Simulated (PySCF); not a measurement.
CH11BSSi4

Input

```
{"job": {"kind": "nmr", "xc": "PBE0", "basis": "pcSseg-1"}, "charge": 0, "multiplicity": 1}
B      2.281176    -2.207198     0.463138
Si     0.448012    -2.231410    -0.153198
Si    -0.571518    -0.084622    -0.064098
Si    -2.913814    -0.048127    -0.168405
Si     0.598075     1.722389    -1.024582
C      0.883078     2.250892     0.795330
S      0.047646     0.963124     1.796889
H      2.560093    -2.445071     1.574574
H      3.153158    -1.869685    -0.242924
H     -0.512882    -3.110939     0.538114
H      0.201030    -2.557063    -1.573323
H     -3.475847     1.267281    -0.494407
H     -3.299560    -0.961562    -1.246629
H     -3.578069    -0.497580     1.055842
H      1.894527     1.526023    -1.684770
H     -0.087261     2.804428    -1.740884
H      0.436605     3.207803     1.056292
H      1.926790     2.277635     1.101382
```

Launched as:

```sh
OMP_NUM_THREADS=1 python probes_run.py task.json out
```

Geometry: GFN2-xTB.

Level of theory: PySCF 2.14.0, PBE0/pcSseg-1, SCF density, gas phase, non-relativistic.

Question: What can the converged electron density and electron localisation function tell about the bonding?

Answer: Si–B (1.93 Å): the density is about 0.86 e/Å³ at the midpoint; the ELF peaks at about 1 between the atoms: a covalent bond.
C–H (1.09 Å): ρ is about 2 e/Å³ halfway; the ELF climbs to about 1 towards the hydrogen, as it does in any bond to H (a covalent bond by its length).

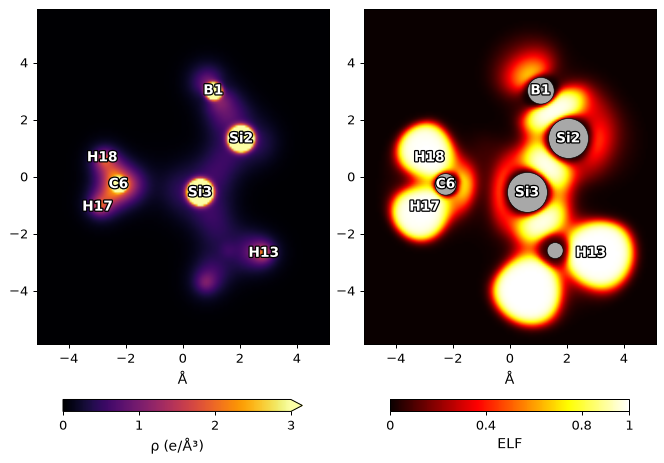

Computed electron density and electron localisation function on the plane of atoms B1, Si2 and Si3, in this order. Grey discs cover the atomic cores in the ELF map. 
